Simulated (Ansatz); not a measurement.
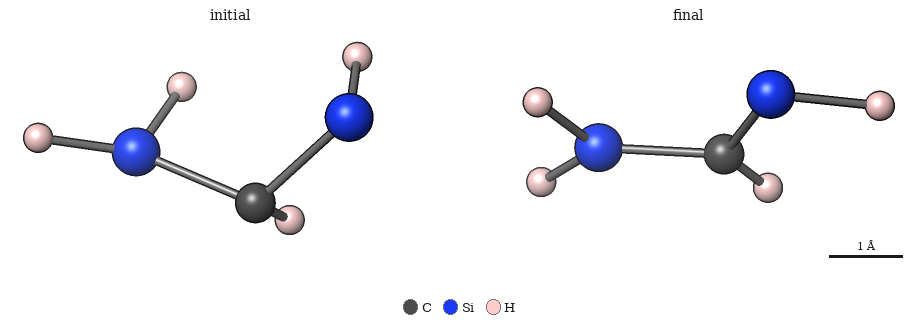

The structure of CH4Si2 before (left) and after (right) a relaxation, at one scale.

The picture is a ball-and-stick view, seen at a tilt.

It is one of the separated reactants of a reaction.

All numbers below come from Ansatz 0.2.0, RKS PBE-D4/def2-SVP. Settings: force threshold 0.03 eV/Å; at most 250 steps.

What changed between the two?

Answer. The largest move after the best rigid fit is that of an H atom, 1.93 Å. Largest moves by element: H 1.93 Å, C 0.95 Å, Si 0.63 Å. Some distances before and after: C–Si 1.888 → 1.741 Å, H–Si 1.420 → 1.496 Å, H–Si 1.529 → 1.554 Å, H–Si 1.529 → 1.505 Å. Among the angles between lasting bonds that change: C–Si–H 94.6° → 126.0°, Si–C–H 99.6° → 126.4°, C–Si–H 142.6° → 120.5°. Over 20 geometry steps the energy falls by 2.615 eV. The largest force component goes from 3.8 to 0.024 eV/Å. Cost: 16 s on 2 threads of Arm Neoverse V2, on a shared host.
